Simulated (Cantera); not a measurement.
Input: 1 mol Al, 0.33 mol Cl2, 1.8 mol N2, at 6.40 bar.

Equilibrium computed with Cantera from the NASA thermochemical tables; the gas is ideal and each condensed phase is pure. Candidate condensed phases: Al, AlCl3, AlN; 11 gas species. The tables' values for AlCl2 are old estimates; treat these amounts as uncertain. Equilibrium is a limit: real reactors are often held back by kinetics, nucleation or transport.

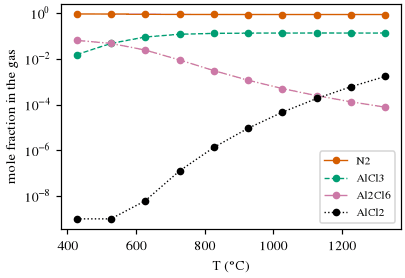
*Equilibrium gas composition (values under 1e-9 drawn at 1e-9)*

Q: Read off the mole fractions at 827 °C.

A: N2 about 0.87, AlCl3 about 0.13, Al2Cl6 about 0.0031, AlCl2 about 1.3e-6.
